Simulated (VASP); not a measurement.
Band structure of KF (space group Fm-3m). Method: PBE GGA, VASP's PBE PAW potentials (set 64) (plane waves; VASP 6.6.1).

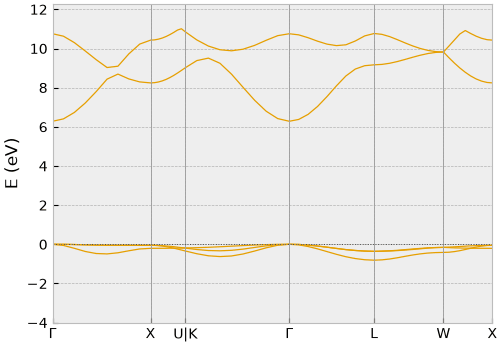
Figure. Bands along high-symmetry lines, zero at the valence-band maximum or, without a gap, the Fermi level

**Question.** Read the plot: is there a gap, and where are the band edges?

**Answer.** The gap is direct, 6.28 eV, from the valence maximum at Γ to the conduction minimum at Γ.

The structure comes from a computed database's KF entry; how it stands against other phases isn't given here. The cell was not relaxed at this level.
